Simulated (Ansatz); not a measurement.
**Molecular dynamics of BHF₄ (part 2 of 4)**

BHF₄; RHF/6-31G* (Ansatz 0.2.0). It belongs to a series of runs on one base structure; here: dynamics from the start.

Geometry of the input (Å):
```
F  -0.0590  -0.3990  -1.5278
H  0.1154  0.4200  -1.8966
F  0.2950  1.2211  0.5339
B  -0.0166  -0.0189  0.8231
F  0.9297  -0.8813  1.0606
F  -1.2647  -0.3420  1.0068
```

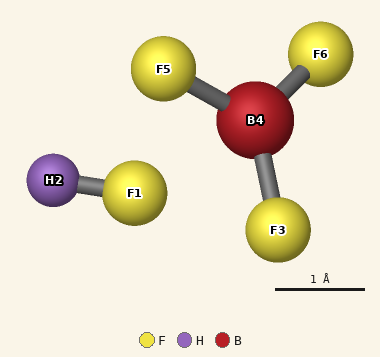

**Figure 1.** The geometry at step 150 of the log (ball-and-stick view, seen at a tilt; atoms are numbered from 1 in the order of the input).

## Log, continued
```
md step    92: t =    46.00 fs  T =   112.4 K  F+E_penalty+E_count = -11515.96590081 eV  E_kin = 0.058109 eV  conserved = -11515.90779144 eV  (14 SCF iters)
md step    93: t =    46.50 fs  T =   107.4 K  F+E_penalty+E_count = -11515.96332735 eV  E_kin = 0.055549 eV  conserved = -11515.90777820 eV  (14 SCF iters)
md step    94: t =    47.00 fs  T =   100.3 K  F+E_penalty+E_count = -11515.95954133 eV  E_kin = 0.051847 eV  conserved = -11515.90769467 eV  (14 SCF iters)
md step    95: t =    47.50 fs  T =    93.2 K  F+E_penalty+E_count = -11515.95579310 eV  E_kin = 0.048202 eV  conserved = -11515.90759108 eV  (14 SCF iters)
md step    96: t =    48.00 fs  T =    89.1 K  F+E_penalty+E_count = -11515.95363202 eV  E_kin = 0.046093 eV  conserved = -11515.90753932 eV  (14 SCF iters)
md step    97: t =    48.50 fs  T =    89.5 K  F+E_penalty+E_count = -11515.95383052 eV  E_kin = 0.046253 eV  conserved = -11515.90757757 eV  (14 SCF iters)
md step    98: t =    49.00 fs  T =    93.1 K  F+E_penalty+E_count = -11515.95581677 eV  E_kin = 0.048138 eV  conserved = -11515.90767828 eV  (14 SCF iters)
md step    99: t =    49.50 fs  T =    97.3 K  F+E_penalty+E_count = -11515.95808357 eV  E_kin = 0.050312 eV  conserved = -11515.90777129 eV  (14 SCF iters)
md step   100: t =    50.00 fs  T =    99.5 K  F+E_penalty+E_count = -11515.95923609 eV  E_kin = 0.051437 eV  conserved = -11515.90779903 eV  (14 SCF iters)
md step   101: t =    50.50 fs  T =    98.9 K  F+E_penalty+E_count = -11515.95886770 eV  E_kin = 0.051115 eV  conserved = -11515.90775281 eV  (14 SCF iters)
md step   102: t =    51.00 fs  T =    96.8 K  F+E_penalty+E_count = -11515.95770651 eV  E_kin = 0.050038 eV  conserved = -11515.90766879 eV  (14 SCF iters)
md step   103: t =    51.50 fs  T =    95.7 K  F+E_penalty+E_count = -11515.95706905 eV  E_kin = 0.049470 eV  conserved = -11515.90759927 eV  (14 SCF iters)
md step   104: t =    52.00 fs  T =    97.6 K  F+E_penalty+E_count = -11515.95804723 eV  E_kin = 0.050463 eV  conserved = -11515.90758375 eV  (14 SCF iters)
md step   105: t =    52.50 fs  T =   103.0 K  F+E_penalty+E_count = -11515.96088466 eV  E_kin = 0.053253 eV  conserved = -11515.90763186 eV  (14 SCF iters)
md step   106: t =    53.00 fs  T =   110.4 K  F+E_penalty+E_count = -11515.96482374 eV  E_kin = 0.057104 eV  conserved = -11515.90771962 eV  (14 SCF iters)
md step   107: t =    53.50 fs  T =   117.4 K  F+E_penalty+E_count = -11515.96848601 eV  E_kin = 0.060687 eV  conserved = -11515.90779889 eV  (15 SCF iters)
md step   108: t =    54.00 fs  T =   121.5 K  F+E_penalty+E_count = -11515.97062935 eV  E_kin = 0.062809 eV  conserved = -11515.90781985 eV  (15 SCF iters)
md step   109: t =    54.50 fs  T =   122.1 K  F+E_penalty+E_count = -11515.97091526 eV  E_kin = 0.063153 eV  conserved = -11515.90776226 eV  (15 SCF iters)
md step   110: t =    55.00 fs  T =   121.0 K  F+E_penalty+E_count = -11515.97020572 eV  E_kin = 0.062549 eV  conserved = -11515.90765693 eV  (14 SCF iters)
md step   111: t =    55.50 fs  T =   120.9 K  F+E_penalty+E_count = -11515.97008252 eV  E_kin = 0.062509 eV  conserved = -11515.90757318 eV  (14 SCF iters)
md step   112: t =    56.00 fs  T =   124.2 K  F+E_penalty+E_count = -11515.97180204 eV  E_kin = 0.064233 eV  conserved = -11515.90756946 eV  (14 SCF iters)
md step   113: t =    56.50 fs  T =   131.1 K  F+E_penalty+E_count = -11515.97542362 eV  E_kin = 0.067778 eV  conserved = -11515.90764591 eV  (14 SCF iters)
md step   114: t =    57.00 fs  T =   139.4 K  F+E_penalty+E_count = -11515.97980742 eV  E_kin = 0.072063 eV  conserved = -11515.90774438 eV  (14 SCF iters)
md step   115: t =    57.50 fs  T =   146.4 K  F+E_penalty+E_count = -11515.98347810 eV  E_kin = 0.075681 eV  conserved = -11515.90779673 eV  (14 SCF iters)
md step   116: t =    58.00 fs  T =   150.6 K  F+E_penalty+E_count = -11515.98565321 eV  E_kin = 0.077880 eV  conserved = -11515.90777338 eV  (14 SCF iters)
md step   117: t =    58.50 fs  T =   152.8 K  F+E_penalty+E_count = -11515.98670469 eV  E_kin = 0.079009 eV  conserved = -11515.90769545 eV  (14 SCF iters)
md step   118: t =    59.00 fs  T =   155.2 K  F+E_penalty+E_count = -11515.98784923 eV  E_kin = 0.080236 eV  conserved = -11515.90761286 eV  (14 SCF iters)
md step   119: t =    59.50 fs  T =   160.2 K  F+E_penalty+E_count = -11515.99037938 eV  E_kin = 0.082806 eV  conserved = -11515.90757330 eV  (14 SCF iters)
md step   120: t =    60.00 fs  T =   168.9 K  F+E_penalty+E_count = -11515.99491500 eV  E_kin = 0.087315 eV  conserved = -11515.90759965 eV  (14 SCF iters)
md step   121: t =    60.50 fs  T =   180.6 K  F+E_penalty+E_count = -11516.00103971 eV  E_kin = 0.093359 eV  conserved = -11515.90768119 eV  (14 SCF iters)
md step   122: t =    61.00 fs  T =   192.8 K  F+E_penalty+E_count = -11516.00747324 eV  E_kin = 0.099696 eV  conserved = -11515.90777715 eV  (14 SCF iters)
md step   123: t =    61.50 fs  T =   202.8 K  F+E_penalty+E_count = -11516.01271462 eV  E_kin = 0.104880 eV  conserved = -11515.90783436 eV  (14 SCF iters)
md step   124: t =    62.00 fs  T =   209.0 K  F+E_penalty+E_count = -11516.01586911 eV  E_kin = 0.108053 eV  conserved = -11515.90781614 eV  (14 SCF iters)
md step   125: t =    62.50 fs  T =   211.7 K  F+E_penalty+E_count = -11516.01720062 eV  E_kin = 0.109469 eV  conserved = -11515.90773121 eV  (14 SCF iters)
md step   126: t =    63.00 fs  T =   213.4 K  F+E_penalty+E_count = -11516.01798366 eV  E_kin = 0.110347 eV  conserved = -11515.90763712 eV  (14 SCF iters)
md step   127: t =    63.50 fs  T =   216.7 K  F+E_penalty+E_count = -11516.01962646 eV  E_kin = 0.112023 eV  conserved = -11515.90760343 eV  (14 SCF iters)
md step   128: t =    64.00 fs  T =   222.4 K  F+E_penalty+E_count = -11516.02263039 eV  E_kin = 0.114974 eV  conserved = -11515.90765675 eV  (14 SCF iters)
md step   129: t =    64.50 fs  T =   229.1 K  F+E_penalty+E_count = -11516.02619560 eV  E_kin = 0.118438 eV  conserved = -11515.90775801 eV  (14 SCF iters)
md step   130: t =    65.00 fs  T =   234.0 K  F+E_penalty+E_count = -11516.02880163 eV  E_kin = 0.120966 eV  conserved = -11515.90783542 eV  (14 SCF iters)
md step   131: t =    65.50 fs  T =   234.9 K  F+E_penalty+E_count = -11516.02928379 eV  E_kin = 0.121444 eV  conserved = -11515.90783957 eV  (14 SCF iters)
md step   132: t =    66.00 fs  T =   231.7 K  F+E_penalty+E_count = -11516.02758907 eV  E_kin = 0.119816 eV  conserved = -11515.90777290 eV  (14 SCF iters)
md step   133: t =    66.50 fs  T =   226.4 K  F+E_penalty+E_count = -11516.02475788 eV  E_kin = 0.117080 eV  conserved = -11515.90767796 eV  (14 SCF iters)
md step   134: t =    67.00 fs  T =   221.8 K  F+E_penalty+E_count = -11516.02227392 eV  E_kin = 0.114666 eV  conserved = -11515.90760768 eV  (14 SCF iters)
md step   135: t =    67.50 fs  T =   219.8 K  F+E_penalty+E_count = -11516.02123945 eV  E_kin = 0.113642 eV  conserved = -11515.90759758 eV  (14 SCF iters)
md step   136: t =    68.00 fs  T =   220.8 K  F+E_penalty+E_count = -11516.02181360 eV  E_kin = 0.114162 eV  conserved = -11515.90765122 eV  (14 SCF iters)
md step   137: t =    68.50 fs  T =   223.2 K  F+E_penalty+E_count = -11516.02315594 eV  E_kin = 0.115417 eV  conserved = -11515.90773889 eV  (14 SCF iters)
md step   138: t =    69.00 fs  T =   224.5 K  F+E_penalty+E_count = -11516.02389718 eV  E_kin = 0.116088 eV  conserved = -11515.90780963 eV  (14 SCF iters)
md step   139: t =    69.50 fs  T =   222.7 K  F+E_penalty+E_count = -11516.02293647 eV  E_kin = 0.115120 eV  conserved = -11515.90781659 eV  (15 SCF iters)
md step   140: t =    70.00 fs  T =   217.4 K  F+E_penalty+E_count = -11516.02015746 eV  E_kin = 0.112409 eV  conserved = -11515.90774869 eV  (14 SCF iters)
md step   141: t =    70.50 fs  T =   210.7 K  F+E_penalty+E_count = -11516.01658237 eV  E_kin = 0.108935 eV  conserved = -11515.90764708 eV  (14 SCF iters)
md step   142: t =    71.00 fs  T =   205.3 K  F+E_penalty+E_count = -11516.01373590 eV  E_kin = 0.106152 eV  conserved = -11515.90758371 eV  (14 SCF iters)
md step   143: t =    71.50 fs  T =   203.0 K  F+E_penalty+E_count = -11516.01256361 eV  E_kin = 0.104956 eV  conserved = -11515.90760743 eV  (14 SCF iters)
md step   144: t =    72.00 fs  T =   203.1 K  F+E_penalty+E_count = -11516.01270713 eV  E_kin = 0.105004 eV  conserved = -11515.90770268 eV  (14 SCF iters)
md step   145: t =    72.50 fs  T =   202.9 K  F+E_penalty+E_count = -11516.01273527 eV  E_kin = 0.104933 eV  conserved = -11515.90780258 eV  (14 SCF iters)
md step   146: t =    73.00 fs  T =   199.8 K  F+E_penalty+E_count = -11516.01114347 eV  E_kin = 0.103301 eV  conserved = -11515.90784245 eV  (14 SCF iters)
md step   147: t =    73.50 fs  T =   192.5 K  F+E_penalty+E_count = -11516.00733468 eV  E_kin = 0.099531 eV  conserved = -11515.90780344 eV  (14 SCF iters)
md step   148: t =    74.00 fs  T =   182.2 K  F+E_penalty+E_count = -11516.00192137 eV  E_kin = 0.094206 eV  conserved = -11515.90771574 eV  (14 SCF iters)
md step   149: t =    74.50 fs  T =   171.4 K  F+E_penalty+E_count = -11515.99627434 eV  E_kin = 0.088642 eV  conserved = -11515.90763207 eV  (14 SCF iters)
md step   150: t =    75.00 fs  T =   162.7 K  F+E_penalty+E_count = -11515.99170655 eV  E_kin = 0.084110 eV  conserved = -11515.90759691 eV  (14 SCF iters)
md step   151: t =    75.50 fs  T =   156.9 K  F+E_penalty+E_count = -11515.98877213 eV  E_kin = 0.081146 eV  conserved = -11515.90762655 eV  (14 SCF iters)
md step   152: t =    76.00 fs  T =   153.4 K  F+E_penalty+E_count = -11515.98700709 eV  E_kin = 0.079304 eV  conserved = -11515.90770290 eV  (14 SCF iters)
md step   153: t =    76.50 fs  T =   149.8 K  F+E_penalty+E_count = -11515.98521618 eV  E_kin = 0.077436 eV  conserved = -11515.90778053 eV  (14 SCF iters)
md step   154: t =    77.00 fs  T =   143.9 K  F+E_penalty+E_count = -11515.98218726 eV  E_kin = 0.074380 eV  conserved = -11515.90780755 eV  (14 SCF iters)
md step   155: t =    77.50 fs  T =   134.9 K  F+E_penalty+E_count = -11515.97749299 eV  E_kin = 0.069736 eV  conserved = -11515.90775676 eV  (14 SCF iters)
md step   156: t =    78.00 fs  T =   124.3 K  F+E_penalty+E_count = -11515.97189528 eV  E_kin = 0.064244 eV  conserved = -11515.90765098 eV  (14 SCF iters)
md step   157: t =    78.50 fs  T =   114.9 K  F+E_penalty+E_count = -11515.96698433 eV  E_kin = 0.059427 eV  conserved = -11515.90755696 eV  (14 SCF iters)
md step   158: t =    79.00 fs  T =   109.5 K  F+E_penalty+E_count = -11515.96416939 eV  E_kin = 0.056630 eV  conserved = -11515.90753958 eV  (14 SCF iters)
md step   159: t =    79.50 fs  T =   108.5 K  F+E_penalty+E_count = -11515.96371374 eV  E_kin = 0.056105 eV  conserved = -11515.90760912 eV  (14 SCF iters)
md step   160: t =    80.00 fs  T =   110.0 K  F+E_penalty+E_count = -11515.96458261 eV  E_kin = 0.056870 eV  conserved = -11515.90771274 eV  (14 SCF iters)
md step   161: t =    80.50 fs  T =   111.1 K  F+E_penalty+E_count = -11515.96522911 eV  E_kin = 0.057451 eV  conserved = -11515.90777844 eV  (14 SCF iters)
md step   162: t =    81.00 fs  T =   110.1 K  F+E_penalty+E_count = -11515.96467624 eV  E_kin = 0.056908 eV  conserved = -11515.90776822 eV  (14 SCF iters)
md step   163: t =    81.50 fs  T =   107.2 K  F+E_penalty+E_count = -11515.96310396 eV  E_kin = 0.055407 eV  conserved = -11515.90769652 eV  (14 SCF iters)
md step   164: t =    82.00 fs  T =   104.5 K  F+E_penalty+E_count = -11515.96164142 eV  E_kin = 0.054030 eV  conserved = -11515.90761154 eV  (14 SCF iters)
md step   165: t =    82.50 fs  T =   104.6 K  F+E_penalty+E_count = -11515.96162596 eV  E_kin = 0.054063 eV  conserved = -11515.90756345 eV  (14 SCF iters)
md step   166: t =    83.00 fs  T =   108.8 K  F+E_penalty+E_count = -11515.96381613 eV  E_kin = 0.056236 eV  conserved = -11515.90757966 eV  (14 SCF iters)
md step   167: t =    83.50 fs  T =   116.6 K  F+E_penalty+E_count = -11515.96795543 eV  E_kin = 0.060302 eV  conserved = -11515.90765392 eV  (14 SCF iters)
md step   168: t =    84.00 fs  T =   126.0 K  F+E_penalty+E_count = -11515.97287128 eV  E_kin = 0.065123 eV  conserved = -11515.90774854 eV  (14 SCF iters)
md step   169: t =    84.50 fs  T =   134.0 K  F+E_penalty+E_count = -11515.97707047 eV  E_kin = 0.069260 eV  conserved = -11515.90781027 eV  (14 SCF iters)
md step   170: t =    85.00 fs  T =   138.8 K  F+E_penalty+E_count = -11515.97956948 eV  E_kin = 0.071771 eV  conserved = -11515.90779862 eV  (15 SCF iters)
md step   171: t =    85.50 fs  T =   140.8 K  F+E_penalty+E_count = -11515.98051121 eV  E_kin = 0.072795 eV  conserved = -11515.90771591 eV  (14 SCF iters)
md step   172: t =    86.00 fs  T =   142.2 K  F+E_penalty+E_count = -11515.98111778 eV  E_kin = 0.073502 eV  conserved = -11515.90761533 eV  (14 SCF iters)
md step   173: t =    86.50 fs  T =   145.7 K  F+E_penalty+E_count = -11515.98288233 eV  E_kin = 0.075314 eV  conserved = -11515.90756855 eV  (14 SCF iters)
md step   174: t =    87.00 fs  T =   152.6 K  F+E_penalty+E_count = -11515.98650034 eV  E_kin = 0.078890 eV  conserved = -11515.90760990 eV  (14 SCF iters)
md step   175: t =    87.50 fs  T =   161.8 K  F+E_penalty+E_count = -11515.99136065 eV  E_kin = 0.083653 eV  conserved = -11515.90770772 eV  (14 SCF iters)
md step   176: t =    88.00 fs  T =   170.6 K  F+E_penalty+E_count = -11515.99601501 eV  E_kin = 0.088224 eV  conserved = -11515.90779126 eV  (14 SCF iters)
md step   177: t =    88.50 fs  T =   176.8 K  F+E_penalty+E_count = -11515.99923261 eV  E_kin = 0.091426 eV  conserved = -11515.90780638 eV  (14 SCF iters)
md step   178: t =    89.00 fs  T =   180.0 K  F+E_penalty+E_count = -11516.00082161 eV  E_kin = 0.093072 eV  conserved = -11515.90774916 eV  (14 SCF iters)
md step   179: t =    89.50 fs  T =   181.9 K  F+E_penalty+E_count = -11516.00170028 eV  E_kin = 0.094041 eV  conserved = -11515.90765897 eV  (14 SCF iters)
md step   180: t =    90.00 fs  T =   185.1 K  F+E_penalty+E_count = -11516.00329713 eV  E_kin = 0.095708 eV  conserved = -11515.90758889 eV  (14 SCF iters)
md step   181: t =    90.50 fs  T =   191.8 K  F+E_penalty+E_count = -11516.00672309 eV  E_kin = 0.099146 eV  conserved = -11515.90757707 eV  (14 SCF iters)
md step   182: t =    91.00 fs  T =   202.2 K  F+E_penalty+E_count = -11516.01216630 eV  E_kin = 0.104535 eV  conserved = -11515.90763092 eV  (14 SCF iters)
md step   183: t =    91.50 fs  T =   214.8 K  F+E_penalty+E_count = -11516.01877448 eV  E_kin = 0.111050 eV  conserved = -11515.90772424 eV  (14 SCF iters)
md step   184: t =    92.00 fs  T =   226.8 K  F+E_penalty+E_count = -11516.02507142 eV  E_kin = 0.117264 eV  conserved = -11515.90780763 eV  (15 SCF iters)
md step   185: t =    92.50 fs  T =   235.8 K  F+E_penalty+E_count = -11516.02973398 eV  E_kin = 0.121902 eV  conserved = -11515.90783187 eV  (15 SCF iters)
md step   186: t =    93.00 fs  T =   240.9 K  F+E_penalty+E_count = -11516.03235004 eV  E_kin = 0.124571 eV  conserved = -11515.90777943 eV  (15 SCF iters)
md step   187: t =    93.50 fs  T =   243.7 K  F+E_penalty+E_count = -11516.03367773 eV  E_kin = 0.125994 eV  conserved = -11515.90768388 eV  (15 SCF iters)
md step   188: t =    94.00 fs  T =   246.6 K  F+E_penalty+E_count = -11516.03512858 eV  E_kin = 0.127514 eV  conserved = -11515.90761444 eV  (14 SCF iters)
md step   189: t =    94.50 fs  T =   251.6 K  F+E_penalty+E_count = -11516.03772882 eV  E_kin = 0.130103 eV  conserved = -11515.90762538 eV  (14 SCF iters)
md step   190: t =    95.00 fs  T =   258.4 K  F+E_penalty+E_count = -11516.04131222 eV  E_kin = 0.133601 eV  conserved = -11515.90771132 eV  (14 SCF iters)
md step   191: t =    95.50 fs  T =   264.6 K  F+E_penalty+E_count = -11516.04459977 eV  E_kin = 0.136788 eV  conserved = -11515.90781147 eV  (14 SCF iters)
md step   192: t =    96.00 fs  T =   267.4 K  F+E_penalty+E_count = -11516.04610144 eV  E_kin = 0.138242 eV  conserved = -11515.90785928 eV  (15 SCF iters)
md step   193: t =    96.50 fs  T =   265.5 K  F+E_penalty+E_count = -11516.04511786 eV  E_kin = 0.137289 eV  conserved = -11515.90782898 eV  (15 SCF iters)
md step   194: t =    97.00 fs  T =   259.9 K  F+E_penalty+E_count = -11516.04214248 eV  E_kin = 0.134398 eV  conserved = -11515.90774451 eV  (14 SCF iters)
md step   195: t =    97.50 fs  T =   253.1 K  F+E_penalty+E_count = -11516.03850570 eV  E_kin = 0.130849 eV  conserved = -11515.90765645 eV  (14 SCF iters)
md step   196: t =    98.00 fs  T =   247.5 K  F+E_penalty+E_count = -11516.03559387 eV  E_kin = 0.127982 eV  conserved = -11515.90761146 eV  (14 SCF iters)
md step   197: t =    98.50 fs  T =   244.6 K  F+E_penalty+E_count = -11516.03411641 eV  E_kin = 0.126486 eV  conserved = -11515.90763079 eV  (14 SCF iters)
md step   198: t =    99.00 fs  T =   243.8 K  F+E_penalty+E_count = -11516.03376853 eV  E_kin = 0.126066 eV  conserved = -11515.90770252 eV  (14 SCF iters)
md step   199: t =    99.50 fs  T =   243.0 K  F+E_penalty+E_count = -11516.03342452 eV  E_kin = 0.125639 eV  conserved = -11515.90778568 eV  (14 SCF iters)
md step   200: t =   100.00 fs  T =   239.7 K  F+E_penalty+E_count = -11516.03178451 eV  E_kin = 0.123956 eV  conserved = -11515.90782850 eV  (14 SCF iters)
md step   201: t =   100.50 fs  T =   232.8 K  F+E_penalty+E_count = -11516.02818057 eV  E_kin = 0.120383 eV  conserved = -11515.90779707 eV  (14 SCF iters)
md step   202: t =   101.00 fs  T =   223.2 K  F+E_penalty+E_count = -11516.02308675 eV  E_kin = 0.115384 eV  conserved = -11515.90770301 eV  (14 SCF iters)
md step   203: t =   101.50 fs  T =   213.4 K  F+E_penalty+E_count = -11516.01792614 eV  E_kin = 0.110321 eV  conserved = -11515.90760508 eV  (14 SCF iters)
md step   204: t =   102.00 fs  T =   206.2 K  F+E_penalty+E_count = -11516.01417428 eV  E_kin = 0.106603 eV  conserved = -11515.90757148 eV  (14 SCF iters)
md step   205: t =   102.50 fs  T =   202.5 K  F+E_penalty+E_count = -11516.01233774 eV  E_kin = 0.104712 eV  conserved = -11515.90762586 eV  (14 SCF iters)
md step   206: t =   103.00 fs  T =   200.9 K  F+E_penalty+E_count = -11516.01159967 eV  E_kin = 0.103872 eV  conserved = -11515.90772761 eV  (14 SCF iters)
md step   207: t =   103.50 fs  T =   198.5 K  F+E_penalty+E_count = -11516.01042286 eV  E_kin = 0.102617 eV  conserved = -11515.90780560 eV  (14 SCF iters)
md step   208: t =   104.00 fs  T =   193.0 K  F+E_penalty+E_count = -11516.00761684 eV  E_kin = 0.099804 eV  conserved = -11515.90781246 eV  (14 SCF iters)
```
